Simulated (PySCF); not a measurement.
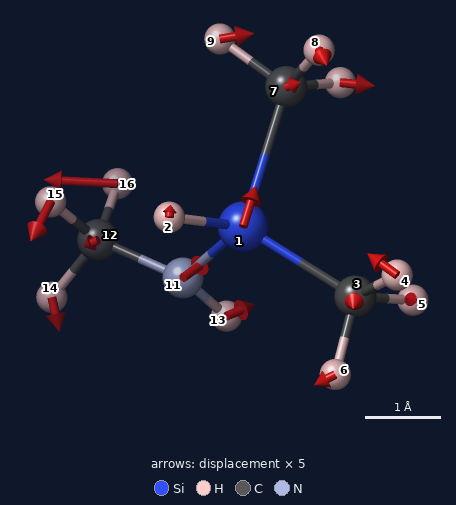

This is a relaxation of C$_{3}$H$_{11}$NSi. The starting structure is drawn; red arrows show the displacements, magnified 5 times. The two geometries are superimposed by the best rigid fit.

Style: ball-and-stick. Shown from a free direction.

The start comes from GFN2-xTB. Its atoms were then displaced at random by about 0.03 Å.

All numbers below come from PBE0-D3(BJ)/def2-SVP geometry optimisation, gas phase in PySCF. 

### Which element moves most?

Hydrogen: up to 0.20 Å, against 0.13 Å for nitrogen.

### What happened in the run?

Over 8 geometry steps the energy falls by 11.9 kcal/mol. The largest move after the best rigid fit is that of an H atom, 0.20 Å. Largest moves by element: H 0.20 Å, N 0.13 Å, Si 0.12 Å, C 0.07 Å. Among the contacts that change: C–Si 1.985 → 1.884 Å, C–H 1.183 → 1.101 Å, C–Si 1.807 → 1.876 Å, H–Si 1.457 → 1.501 Å. Bond angles that change, for instance: H–C–H 99.1° → 108.2°, Si–C–H 117.5° → 110.9°, H–Si–C 116.9° → 111.0°.
